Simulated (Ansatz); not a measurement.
## WS2 (Tungstenite): converging the G0W0 gap

Wanted: a G0W0 gap for WS2 (Tungstenite) that is converged in bands and cutoff, or an estimate of the limit.

Method: G0W0 on PBE, plane waves, PAW, in Ansatz 0.2.0.

The database entry behind the starting cell differs from later determinations by our own check (an axis about 1.4 % long against later determinations), so it need not match the best structure at ambient conditions.

## (1) Starting point

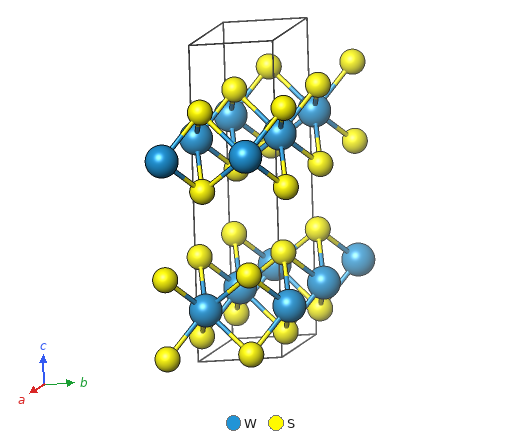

The starting structure, seen slightly off an axis (tungsten blue, sulfur yellow). 3×2×1 cells are drawn.

The cell and positions come from the Crystallography Open Database and are kept as given unless a step says otherwise. Spin-orbit coupling is left out unless a step names it. The default PAW set here is soft_2. Its files were made with PBE.

## (2) 142 empty bands, screening to 69 eV

Now the one-shot GW correction: screening in the RPA, then the self-energy of the levels asked for.

input.yaml reads:

```yaml
crystal:
  lattice:
    - [3.18, 0.0, 0.0]
    - [-1.59, 2.753960784, 0.0]
    - [0.0, 0.0, 12.5]
  atoms:
    - { symbol: W, position: [0.3333333333, 0.6666666667, 0.25] }
    - { symbol: W, position: [0.6666666667, 0.3333333333, 0.75] }
    - { symbol: S, position: [0.3333333333, 0.6666666667, 0.625] }
    - { symbol: S, position: [0.6666666667, 0.3333333333, 0.125] }
    - { symbol: S, position: [0.3333333333, 0.6666666667, 0.875] }
    - { symbol: S, position: [0.6666666667, 0.3333333333, 0.375] }
kpoints:
  mp_grid: { grid: [6, 6, 2] }
hamiltonian:
  xc: pbe
scf:
  occupations: { method: fixed }
gw:
  n_empty_bands: 142
  ecut_chi: 69
  qp_bands: [v2, c2]
  qp_kpoints: band_edges
  screening: { model: contour_deformation }
```

Launch:

```sh
> ansatz run input.yaml --threads 3 --pin off --max-ram 64512MiB --backend cuda --events-out ev --progress --plain --runs-dir out --devices 1 --max-vram 24GiB  # rebuilt from the run's record
```

Numbers of over 12 decimals in the logs are rounded to 6 here.

Output:

```text
GPUs: using 1 of 1 available (devices: 1).
Engine: ansatz 0.2.0, x86_64-unknown-linux-gnu
Pseudopotentials: kind: paw
Pseudopotential: W, paw, valence charge 14, recommended cutoff 420 eV (normal), W.paw.azcp
Pseudopotential: S, paw, valence charge 6, recommended cutoff 420 eV (normal), S.paw.azcp
Functional definition: PBE
  parameter kappa = 0.804
  parameter beta = 0.066725
  exchange = pbe_x(kappa = kappa, mu = beta*pi^2/3)
  correlation = pbe_c(beta = beta)
device memory: the entry about to start is reckoned to put 1.1 GiB on a device that reports 52.4 GiB free (of which the cap on the GPU budget leaves the run 24.0 GiB)
GPU FFT provider: cuFFT
GPU libraries: cuBLAS 13.8.2, cuFFT 12.4.0, cuSOLVER 12.3.4
Crystal: 6 atoms, lattice volume = 109.470 Å³
Basis set: ecut = 420 eV, 2129 PW (Γ)
Bands: 32, of which v1, the nominal top of the filled ones, is band 26 counted from 1 (25 counted from 0)
Symmetry: 24 space group operations
Space group: P63/mmc (ITA 194), of the structure as read, at distance tolerance 4.8e-5 Å
k-points: 14 of 72
Non-local potential: W, projectors of the file, l = 0: 3, l = 1: 2, l = 2: 2, l = 3: 1
Non-local potential: S, projectors of the file, l = 0: 2, l = 1: 2, l = 2: 2
PAW form: soft (Blöchl's): semilocal exchange-correlation on the pseudo side does not see the compensation charge
PAW one-centre angular grid: W, 590 points (default); XC on 64 Gauss nodes
PAW one-centre angular grid: S, 110 points (default); XC on 64 Gauss nodes
Initial density: superposition of atomic densities (neutral atoms: chi_scale 0, normalization atom), corrected by the library's trained network
Initial wavefunctions: pseudopotential atomic-orbital guess
GPU buffer pool allocated for 51840 grid points (all kernels)
GPU transforms: local potential and band sums: pruned to the plane-wave sphere, on 24×24×90
Functional: x = pbe(κ = 0.804, μ = 0.219515), c = pbe(β = 0.066725)
SCF iter   1: F=—  HF=-24382.787099 eV  |F-HF|=—  |Δ(HF+E_count)|=         —  Δρ=5.12e-3  dr2=1.66e-2  ethr=1.77e-3  ⟨swp⟩=5.0  Hψ=1822  notcnv=0  defer=33
preconditioner: auto → Resta (q_TF=auto, 2.410 Å⁻¹)  ε∞=7.5  [insulator: Δε(μ)=1.041 eV  Ē_g=8.375 eV  n_scr=26 (ndim 8)  ℏωp=21.3 eV  f_vac=0.025  ε∞_Penn≈7.5]
SCF iter   2: F=—  HF=-24382.791492 eV  |F-HF|=—  |Δ(HF+E_count)|=   4.39e-3  Δρ=2.73e-3  dr2=2.14e-3  ethr=3.19e-5  ⟨swp⟩=2.1  Hψ=754  notcnv=0  defer=54
SCF iter   3: F=—  HF=-24382.795206 eV  |F-HF|=—  |Δ(HF+E_count)|=   3.71e-3  Δρ=1.19e-3  dr2=4.51e-4  ethr=4.11e-6  ⟨swp⟩=2.1  Hψ=674  notcnv=0  defer=54
SCF iter   4: F=—  HF=-24382.796136 eV  |F-HF|=—  |Δ(HF+E_count)|=   9.30e-4  Δρ=6.56e-5  dr2=5.11e-6  ethr=8.68e-7  ⟨swp⟩=2.0  Hψ=711  notcnv=0  defer=54
SCF iter   5: F=—  HF=-24382.796141 eV  |F-HF|=—  |Δ(HF+E_count)|=   4.87e-6  Δρ=1.33e-5  dr2=1.99e-7  ethr=9.83e-9  ⟨swp⟩=2.0  Hψ=748  notcnv=0  defer=8
SCF iter   6: F=-24382.796141 eV  HF=-24382.796141 eV  |F-HF|=1.17e-8  |Δ(HF+E_count)|=   6.12e-8  Δρ=4.36e-6  dr2=2.76e-8  ethr=1.92e-10  ⟨swp⟩=5.3  Hψ=1391  notcnv=0
SCF 1 converged in 6 iterations: F = -24382.796141 eV  dr2 = 2.76e-8
  greatest PAW one-centre occupation: 1.000 electrons in one spin orbital (limit 2), on the W atom at site 1 (counted from 0), in its partial waves of l = 0
device memory: the entry about to start is reckoned to put 1.2 GiB (of the 1.3 GiB reckoned in all, the device holds 0.1 GiB already) on a device that reports 52.2 GiB free (of which the cap on the GPU budget leaves the run 23.9 GiB)
NSCF: frozen V_eff on 14 k-points, pencils in batches of 32, up to order 128
the band table was solved once the SCF had ended and its energy, with any forces and stress, was formed, with the checks that follow a solve (1825 applications of the Hamiltonian). They found nothing against the state; the energy, forces and stress were not computed again (output.eigenvalues in the input reference)
device memory: the entry about to start is reckoned to put 3.9 GiB on a device that reports 52.2 GiB free (of which the cap on the GPU budget leaves the run 24.0 GiB)
NSCF: frozen V_eff on 14 k-points
G₀W₀ screening: q 1/14
[... further progress lines ...]
SCF converged after 6 iterations
Free energy (F): -24382.796141 eV
Harris-Foulkes:  -24382.796141 eV  (|F-HF|=1.17e-8)
Internal energy: -24382.796141 eV  (E = F + TS)
E sigma→0 (E₀):  -24382.796141 eV
Fermi energy:    11.265030 eV
--- Per-component energies (eV) ---
  E_band       = -395.988630
  E_kinetic    = 1332.635153
  E_local      = -3640.499129  (includes V_loc(G=0)·N_el)
  E_nonlocal   = 114.712486
  E_hartree    = 1448.762133
  E_xc         = -924.384668
  E_vxc        = -830.176343  (∫ρ·V_xc dr)
  E_paw        = -19526.258880  (= ΣΔE_a)
  E_vpaw       = -270.187352  (= ΣTr[D̂ρ^β])
  E_aug_tail   = -0.000119  (compensation charges beyond the density's cutoff)
  E_ewald      = -3187.763116
  E_smearing   = -0.000000  (= −TS)
  E_closure    = 0.000000  (closes the sum)
  Σ components = -24382.796141   (vs F -24382.796141, Δ=0.00e0)
--- Band table (eV; the first three rows and the last of 14) ---
  k-point 0: bands = [... 22 lower, 8.9990, 9.6943, 10.1732, 11.2650, 13.5108, 13.5108, 13.5186, 13.5186, ... 2 higher]
  k-point 1: bands = [... 22 lower, 8.9778, 8.9778, 10.9613, 10.9613, 13.5077, 13.5077, 13.5077, 13.5077, ... 2 higher]
  k-point 2: bands = [... 22 lower, 8.9492, 9.7774, 10.0915, 10.4572, 12.8394, 13.2618, 13.3693, 13.4536, ... 2 higher]
  k-point 13: bands = [... 22 lower, 8.2312, 8.2312, 10.6075, 10.6075, 12.4366, 12.4366, 13.9183, 13.9183, ... 2 higher]
--- G₀W₀: contour deformation, 7 samples at zero and on the imaginary axis and 1 off it, 72 q-points, 142 empty bands' worth ---
  eigenvalues of the whole cell's RPA ε∞ on this k-mesh (on a slab, of 1 + 4πα/V) = 5.4331, 14.4153, 14.4153; static W/v taken at q = 0 is 0.070196
  bands read: the sum over 168 bands ends inside a degenerate multiplet in 1 slot, whose members it reads at an even weight; the widest, k=0: bands 168 to 169 (counted from 1) at 1/2 each
  gw.qp_kpoints: band_edges: 10 of 14 stored k-points solved, in 1 pass; an edge of the gap read off the rows below is read off those points alone
    valence top: of the k-points left out ik 6 came nearest to being solved in a further pass, in band 26 (counted from 1, as in the quasiparticle table): it holds the edge there only if its correction is more favourable than any solved in that band by at least 1.505 eV; those differ by 0.108 eV
    conduction bottom: of the k-points left out ik 4 came nearest to being solved in a further pass, in band 27 (counted from 1, as in the quasiparticle table): it holds the edge there only if its correction is more favourable than any solved in that band by at least 0.638 eV; those differ by 0.205 eV
    ik  band        ε_KS         Σx   Σc(E_QP)       V_xc       Z   E_QP_lin       E_QP  E_QP is
     0    25     10.1732   -18.1777     1.2457   -16.9538  0.7539    10.1950    10.1950  root
     0    26     11.2650   -19.4389     0.8423   -18.7641  0.7591    11.4324    11.4327  root
     0    27     13.5108   -13.7160    -3.9534   -18.3592  0.7597    14.2099    14.2005  root
     0    28     13.5108   -13.7160    -3.9534   -18.3592  0.7597    14.2099    14.2005  root
     1    25     10.9613   -19.1266     1.0730   -18.1682  0.7592    11.0758    11.0760  root
     1    26     10.9613   -19.1266     1.0730   -18.1682  0.7592    11.0758    11.0760  root
     1    27     13.5077   -13.6700    -3.9419   -18.2965  0.7595    14.2014    14.1921  root
     1    28     13.5077   -13.6700    -3.9419   -18.2965  0.7595    14.2014    14.1921  root
     2    25     10.0915   -18.8161     1.3668   -17.5025  0.7528    10.1447    10.1448  root
     2    26     10.4572   -19.1470     1.2185   -18.0356  0.7563    10.5642    10.5644  root
     2    27     12.8394   -13.1925    -3.6465   -17.3746  0.7621    13.3799    13.3750  root
     2    28     13.2618   -14.0692    -3.6950   -18.3794  0.7525    13.8847    13.8768  root
     3    25     10.3907   -19.1675     1.3240   -17.9335  0.7558    10.4806    10.4807  root
     3    26     10.3907   -19.1675     1.3240   -17.9335  0.7558    10.4806    10.4807  root
     3    27     13.1039   -13.5763    -3.7690   -17.9252  0.7592    13.6902    13.6838  root
     3    28     13.1039   -13.5763    -3.7690   -17.9252  0.7592    13.6902    13.6838  root
     8    25      9.7392   -19.4646     1.5889   -17.9520  0.7495     9.8155     9.8156  root
     8    26      9.7747   -19.5100     1.5580   -18.0318  0.7491     9.8543     9.8545  root
     8    27     12.3123   -12.9251    -3.4797   -16.8894  0.7690    12.8003    12.7969  root
     8    28     13.0540   -14.1664    -3.8679   -18.6512  0.7558    13.6786    13.6710  root
     9    25      9.7611   -19.4943     1.5724   -18.0005  0.7494     9.8396     9.8398  root
     9    26      9.7611   -19.4943     1.5724   -18.0005  0.7494     9.8396     9.8398  root
     9    27     12.6634   -13.4760    -3.6455   -17.6688  0.7647    13.2156    13.2107  root
     9    28     12.6634   -13.4760    -3.6455   -17.6688  0.7647    13.2156    13.2107  root
[...]
12    25     10.5317   -18.7023     0.8855   -17.9114  0.7609    10.6263    10.6264  root
    12    26     10.6990   -19.1380     0.8304   -18.4434  0.7609    10.8346    10.8348  root
    12    27     12.4363   -15.7041    -3.5018   -19.8261  0.7607    13.0626    13.0566  root
    12    28     12.4363   -15.7041    -3.5018   -19.8261  0.7607    13.0626    13.0566  root
    13    25     10.6075   -18.8759     0.8542   -18.1348  0.7610    10.7205    10.7207  root
    13    26     10.6075   -18.8759     0.8542   -18.1348  0.7610    10.7205    10.7207  root
    13    27     12.4366   -15.7105    -3.5017   -19.8326  0.7606    13.0630    13.0570  root
    13    28     12.4366   -15.7105    -3.5017   -19.8326  0.7606    13.0630    13.0570  root
```

Wall time 15 s (1 × NVIDIA H100 80GB HBM3 (shared by 3 runs) with 3 threads of AMD EPYC 7R13 (Zen 3), shared host); peak memory 1.2 GiB.

This step gave:

- bands summed: 168
- RPA ε∞ on this mesh (eigenvalues): 5.433, 14.42, 14.42
- plane waves in the screening matrix: 149
- q-points in the mesh: 72
- G0W0 gap on the mesh: 1.364 eV
- k of the valence top: 0, 0, 0
- k of the conduction bottom: 0.1667, 0.1667, 0
- starting gap on the mesh: 1.047 eV
- Z at the valence top: 0.7591
- Z at the conduction bottom: 0.7690
- least direct G0W0 gap on the computed points: 2.222 eV

The gap on the mesh goes from 1.05 eV to 1.36 eV, a correction of +0.32 eV. Between the two edge states, bare exchange in place of the xc potential would open the gap by 4.64 eV, and correlation takes back 4.32 eV.

## (3) 402 empty bands, screening to 138 eV

Bands and screening cutoff are moved together, since each hides the error of the other.

Edit input.yaml of step 2 so:

```diff
@@ -19,4 +19,4 @@
 gw:
-  n_empty_bands: 142
-  ecut_chi: 69
+  n_empty_bands: 402
+  ecut_chi: 138
   qp_bands: [v2, c2]
```

Output:

```text
GPUs: using 1 of 1 available (devices: 1).
[...]
GPU FFT provider: cuFFT
GPU libraries: cuBLAS 13.8.2, cuFFT 12.4.0, cuSOLVER 12.3.4
Crystal: 6 atoms, lattice volume = 109.470 Å³
Basis set: ecut = 420 eV, 2129 PW (Γ)
Bands: 32, of which v1, the nominal top of the filled ones, is band 26 counted from 1 (25 counted from 0)
Symmetry: 24 space group operations
[...]
k-points: 14 of 72
[...]
GPU buffer pool allocated for 51840 grid points (all kernels)
[...]
SCF iter   1: F=—  HF=-24382.787099 eV  |F-HF|=—  |Δ(HF+E_count)|=         —  Δρ=5.12e-3  dr2=1.66e-2  ethr=1.77e-3  ⟨swp⟩=5.0  Hψ=1822  notcnv=0  defer=33
[...]
SCF iter   6: F=-24382.796141 eV  HF=-24382.796141 eV  |F-HF|=1.17e-8  |Δ(HF+E_count)|=   6.12e-8  Δρ=4.36e-6  dr2=2.76e-8  ethr=1.92e-10  ⟨swp⟩=5.3  Hψ=1391  notcnv=0
SCF 1 converged in 6 iterations: F = -24382.796141 eV  dr2 = 2.76e-8
[...]
NSCF: frozen V_eff on 14 k-points, pencils in batches of 32, up to order 128
[...]
NSCF: frozen V_eff on 14 k-points
G₀W₀ screening: q 1/14
[... further progress lines ...]
SCF converged after 6 iterations
Free energy (F): -24382.796141 eV
[...]
Internal energy: -24382.796141 eV  (E = F + TS)
E sigma→0 (E₀):  -24382.796141 eV
Fermi energy:    11.265030 eV
[...]
--- Band table (eV; the first three rows and the last of 14) ---
  k-point 0: bands = [... 22 lower, 8.9990, 9.6943, 10.1732, 11.2650, 13.5108, 13.5108, 13.5186, 13.5186, ... 2 higher]
  k-point 1: bands = [... 22 lower, 8.9778, 8.9778, 10.9613, 10.9613, 13.5077, 13.5077, 13.5077, 13.5077, ... 2 higher]
  k-point 2: bands = [... 22 lower, 8.9492, 9.7774, 10.0915, 10.4572, 12.8394, 13.2618, 13.3693, 13.4536, ... 2 higher]
  k-point 13: bands = [... 22 lower, 8.2312, 8.2312, 10.6075, 10.6075, 12.4366, 12.4366, 13.9183, 13.9183, ... 2 higher]
[...]
0    25     10.1732   -18.1777     0.9223   -16.9538  0.7489     9.8701     9.8716  root
     0    26     11.2650   -19.4389     0.4470   -18.7641  0.7529    11.0367    11.0372  root
     0    27     13.5108   -13.7160    -4.3234   -18.3592  0.7550    13.8324    13.8306  root
     0    28     13.5108   -13.7160    -4.3234   -18.3592  0.7550    13.8324    13.8306  root
     1    25     10.9613   -19.1266     0.6913   -18.1682  0.7533    10.6934    10.6942  root
     1    26     10.9613   -19.1266     0.6913   -18.1682  0.7533    10.6934    10.6942  root
     1    27     13.5077   -13.6700    -4.3118   -18.2965  0.7547    13.8240    13.8223  root
     1    28     13.5077   -13.6700    -4.3118   -18.2965  0.7547    13.8240    13.8223  root
[...]
13    25     10.6075   -18.8759     0.4915   -18.1348  0.7562    10.3573    10.3580  root
    13    26     10.6075   -18.8759     0.4915   -18.1348  0.7562    10.3573    10.3580  root
    13    27     12.4366   -15.7105    -3.8789   -19.8326  0.7542    12.6807    12.6798  root
    13    28     12.4366   -15.7105    -3.8789   -19.8326  0.7542    12.6807    12.6798  root
```

It took 16 s on 1 × NVIDIA H100 80GB HBM3 (shared by 3 runs) with 3 threads; peak memory 1.7 GiB; 26 s of CPU time.

This step gave:

- bands summed: 428
- RPA ε∞ on this mesh (eigenvalues): 5.409, 14.00, 14.00
- plane waves in the screening matrix: 365
- q-points in the mesh: 72
- G0W0 gap on the mesh: 1.437 eV
- k of the valence top: 0, 0, 0
- k of the conduction bottom: 0.1667, 0.1667, 0
- starting gap on the mesh: 1.047 eV
- Z at the valence top: 0.7529
- Z at the conduction bottom: 0.7641
- least direct G0W0 gap on the computed points: 2.218 eV

Against the run with 6×6×2 mesh, 142 empty bands, screening to 69 eV, the gap moves by +0.07 eV.

## (4) 867 empty bands, screening to 230 eV

Edit input.yaml of step 3 so:

```diff
@@ -19,4 +19,4 @@
 gw:
-  n_empty_bands: 402
-  ecut_chi: 138
+  n_empty_bands: 867
+  ecut_chi: 230.0
   qp_bands: [v2, c2]
```

Output:

```text
GPUs: using 1 of 1 available (devices: 1).
[...]
GPU FFT provider: cuFFT
GPU libraries: cuBLAS 13.8.2, cuFFT 12.4.0, cuSOLVER 12.3.4
Crystal: 6 atoms, lattice volume = 109.470 Å³
Basis set: ecut = 420 eV, 2129 PW (Γ)
Bands: 32, of which v1, the nominal top of the filled ones, is band 26 counted from 1 (25 counted from 0)
Symmetry: 24 space group operations
[...]
k-points: 14 of 72
[...]
1    28     13.5077   -13.6700    -4.4799   -18.2965  0.7540    13.6546    13.6542  root
[...]
13    25     10.6075   -18.8759     0.3320   -18.1348  0.7548    10.1964    10.1985  root
    13    26     10.6075   -18.8759     0.3320   -18.1348  0.7548    10.1964    10.1985  root
    13    27     12.4366   -15.7105    -4.0519   -19.8326  0.7518    12.5069    12.5068  root
    13    28     12.4366   -15.7105    -4.0519   -19.8326  0.7518    12.5069    12.5068  root
[key lines of the parts left out:]
SCF converged after 6 iterations
Free energy (F): -24382.796141 eV
Fermi energy:    11.265030 eV
```

Elapsed: 45 s, on 1 × NVIDIA H100 80GB HBM3 (shared by 3 runs) with 3 threads; peak memory 3.3 GiB; 82 s of CPU time.

This step gave:

* bands summed: 893
* RPA ε∞ on this mesh (eigenvalues): 5.404, 13.93, 13.93
* plane waves in the screening matrix: 835
* G0W0 gap on the mesh: 1.467 eV
* k of the valence top: 0, 0, 0
* k of the conduction bottom: 0.1667, 0.1667, 0
* starting gap on the mesh: 1.047 eV
* least direct G0W0 gap on the computed points: 2.209 eV

Against the run with 6×6×2 mesh, 402 empty bands, screening to 138 eV, the gap moves by +0.03 eV.

(Part 1 of 2 ends here.)

[Paths, hosts, dates, memory and timing lines, banners, echoed tables and standing remarks are left out of the program output.]

[Logs are printed without paths, hosts, clocks, repeated set-up lines and the standing remarks that a program may print on its own settings, such as how far it seeks lower states.]

[Runs of the session that timed out or met a known fault of the program may be left out.]

[Cells called generated may have been cut or substituted from an entry of the Crystallography Open Database or the Materials Project.]

[Hosts, paths, dates, database ids (printed as entryN), source tags and the programs' standing remarks are cut or masked in the printed files.]
